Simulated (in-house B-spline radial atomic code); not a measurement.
# Kr⁹⁺: numerical settings, good and bad

Aim: try Kr⁹⁺ with numerical settings changed, some of them on purpose beyond sense, against a run with standard settings.

Program: in-house B-spline radial atomic code version 1. Level of theory: scalar-relativistic (spin-free one-electron X2C) Hartree-Fock, spin-polarised, average of configuration, Fermi nucleus, basis-set limit. These are calculated values, not measurements, unless marked.

### 1 Starting point

```
element       : krypton (Z = 36)
charge        : +9
electrons     : 27
configuration : [Ar] 3d9
Hamiltonian   : scalar-relativistic (X2C)
nucleus       : Fermi, rms radius 4.188 fm
```

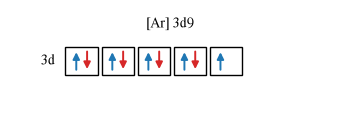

Outer shells as boxes.

Where spins are not typed, each open shell is filled with up spins first.

A run counts as converged when the orbital gradient is under the tolerance times 36 hartree (or under the basis's noise floor) and the energy moved by less than 1e-8 hartree times the root of its size. Energy differences under 8e-06 hartree are noise.

Settings of the run:

```ini
Z = 36
electrons = 27.0
configuration = [Ar] 3d9
hamiltonian = x2c
method = hf
spin_polarised = True
nucleus = fermi
rms_radius = 4.1884
mass_number = 84
atomic_mass = 83.91149772708
speed_of_light = 137.035999084
knot_spacing = 0.22
spline_order = 8
gauss_points = 12
box_radius = 6.19
max_iterations = 70
damping = 0.5
damped_steps = 3
diis_vectors = 10
tolerance = 1e-08
start = Thomas-Fermi
```

This reference run was done before. Its total energy is -2761.622297 hartree, and its levels are (the highest eight at most):

```csv
orbital,occupation,energy (eV),<r> (bohr)
2p up,3,-1910.62,0.1599
2p down,3,-1908.38,0.1597
3s up,1,-477.59,0.5203
3s down,1,-473.35,0.5212
3p up,3,-401.14,0.5269
3p down,3,-395.98,0.5285
3d up,5,-275.05,0.5232
3d down,4,-272.21,0.5253
```

### 2 Spline order 3; box radius 0.37; cap on iterations 50; number of damped steps 0

Settings of the run:

```ini
Z = 36
electrons = 27.0
configuration = [Ar] 3d9
hamiltonian = x2c
method = hf
spin_polarised = True
nucleus = fermi
rms_radius = 4.1884
mass_number = 84
atomic_mass = 83.91149772708
speed_of_light = 137.035999084
knot_spacing = 0.22
spline_order = 3
gauss_points = 12
box_radius = 0.37
max_iterations = 50
damping = 0.5
damped_steps = 0
diis_vectors = 10
tolerance = 1e-08
start = Thomas-Fermi
```

The run is started by

```
> python run_scf.py task.json out
```

The settings of every run stand in task.json; they run in order.

### 3 Knot spacing (logarithmic) 1; cap on iterations 75; damping (share of the old matrix) 0; convergence tolerance 1e-10; starting potential bare nucleus

Settings of the run:

```ini
Z = 36
electrons = 27.0
configuration = [Ar] 3d9
hamiltonian = x2c
method = hf
spin_polarised = True
nucleus = fermi
rms_radius = 4.1884
mass_number = 84
atomic_mass = 83.91149772708
speed_of_light = 137.035999084
knot_spacing = 1.0
spline_order = 8
gauss_points = 12
box_radius = 6.19
max_iterations = 75
damping = 0
damped_steps = 3
diis_vectors = 10
tolerance = 1e-10
start = bare nucleus
```

### 4 Cap on iterations 50; number of DIIS vectors 20; convergence tolerance 0.0001

Settings of the run:

```ini
Z = 36
electrons = 27.0
configuration = [Ar] 3d9
hamiltonian = x2c
method = hf
spin_polarised = True
nucleus = fermi
rms_radius = 4.1884
mass_number = 84
atomic_mass = 83.91149772708
speed_of_light = 137.035999084
knot_spacing = 0.22
spline_order = 8
gauss_points = 12
box_radius = 6.19
max_iterations = 50
damping = 0.5
damped_steps = 3
diis_vectors = 20
tolerance = 0.0001
start = Thomas-Fermi
```

### 5 Spline order 6; cap on iterations 100; starting potential bare nucleus

Settings: those of step 4 with these lines changed.

```diff
@@ -12,10 +12,10 @@
 knot_spacing = 0.22
-spline_order = 8
+spline_order = 6
 gauss_points = 12
 box_radius = 6.19
-max_iterations = 50
+max_iterations = 100
 damping = 0.5
 damped_steps = 3
-diis_vectors = 20
-tolerance = 0.0001
-start = Thomas-Fermi
+diis_vectors = 10
+tolerance = 1e-08
+start = bare nucleus
```

### 6 Configuration [Ar] 3d9 5s2 5p6

Settings of the run:

```ini
Z = 36
electrons = 35.0
configuration = [Ar] 3d9 5s2 5p6
hamiltonian = x2c
method = hf
spin_polarised = True
nucleus = fermi
rms_radius = 4.1884
mass_number = 84
atomic_mass = 83.91149772708
speed_of_light = 137.035999084
knot_spacing = 0.22
spline_order = 8
gauss_points = 12
box_radius = 6.19
max_iterations = 50
damping = 0.5
damped_steps = 3
diis_vectors = 10
tolerance = 1e-08
start = Thomas-Fermi
```

Before running: Which of these runs converge to the reference energy, which miss it and by about how much, and which fail?

As calculated:

| run | outcome | iterations | energy less the reference (hartree) |
| --- | --- | --- | --- |
| reference | converged | 10 | 0 |
| spline order 3; box radius 0.37; cap on iterations 50; number of damped steps 0 | converged | 6 | +1.16e+03 |
| knot spacing (logarithmic) 1; cap on iterations 75; damping (share of the old matrix) 0; convergence tolerance 1e-10; starting potential bare nucleus | converged | 10 | +4.09 |
| cap on iterations 50; number of DIIS vectors 20; convergence tolerance 0.0001 | converged | 8 | below noise |
| spline order 6; cap on iterations 100; starting potential bare nucleus | converged | 10 | below noise |
| Configuration [Ar] 3d9 5s2 5p6 | converged | 11 | other system or model |

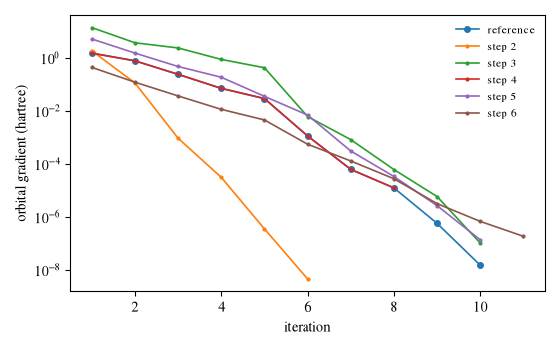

Orbital gradient by iteration.

What this shows: Of 5 changed inputs, 2 gave the reference energy within 1e-05 hartree, 2 converged to another value and 1 changed the system or the model. The worst converged miss is +1.16e+03 hartree (spline order 3; box radius 0.37; cap on iterations 50; number of damped steps 0): that the iterations converge says nothing of the basis, the quadrature or the box.
